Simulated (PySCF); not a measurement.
```xyz
18

C    -0.5423   -1.7144    1.6448
C     0.1143   -1.3955    0.5422
C     0.4506   -0.0024    0.1376
C     1.7653    0.1033   -0.5459
C     2.6559    1.0525   -0.3191
Si   -0.9291    0.5896   -1.0750
P    -2.8708    0.2558   -0.0142
H    -0.7884   -2.7335    1.8879
H    -0.8519   -0.9659    2.3570
H     0.4180   -2.1670   -0.1539
H     0.4336    0.6520    1.0139
H     1.9618   -0.6590   -1.2886
H     3.5896    1.0996   -0.8524
H     2.4869    1.8230    0.4153
H    -0.9401   -0.2474   -2.2797
H    -0.6429    1.9746   -1.4749
H    -2.7128    1.3031    0.8790
H    -3.6063    1.0378   -0.8856
```

Geometry: GFN2-xTB.

All numbers below come from PySCF 2.14.0, CAM-B3LYP/def2-SVPD, SCF density, gas phase.

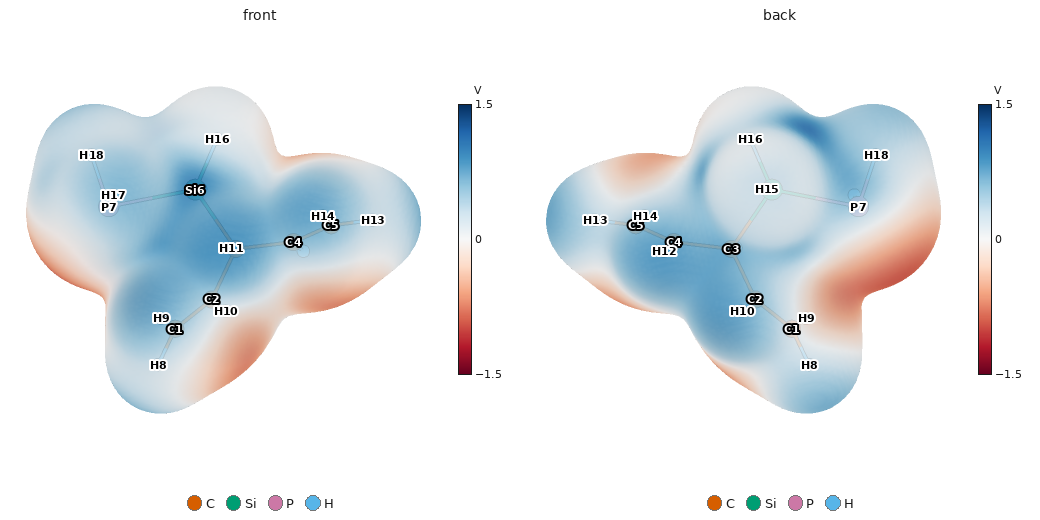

C₅H₁₁PSi. The molecular electrostatic potential painted on the density surface at 0.002 e/bohr³, seen from the front and from behind; the colour scale runs from red (negative) to blue (positive).

Q: Which sites attract a positive test charge, and which a negative one?

A: A positive charge is drawn to the negative regions and a negative charge to the positive ones. The most negative region (about −0.9 V) lies over P7, the most positive (about +1.0 V) over Si6.
